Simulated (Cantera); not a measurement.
A closed system holds: 1 mol CHF3, 0.4 mol H2, at 0.970 bar.

Cantera equilibrium calculation (NASA polynomials, part measured and part estimated; ideal gas, pure solids and liquids). Candidate condensed phases: C, C6H6, C7H8, C8H18; 95 gas species. The tables' values for C2F4 are old estimates; treat these amounts as uncertain. Gases not in the tables: C2F6 and larger saturated fluorocarbons. Equilibrium is a limit: real reactors are often held back by kinetics, nucleation or transport.

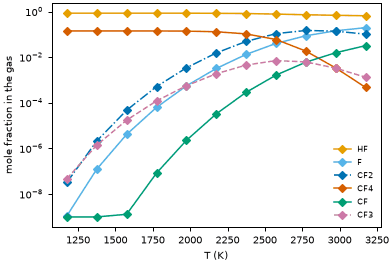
Fig. 1. Equilibrium gas composition (values under 1e-9 drawn at 1e-9)

From 1175 K to 3175 K the condensed part is C(graphite). The main C-bearing gas is CF4 at 1175 K and CF2 at 3175 K.
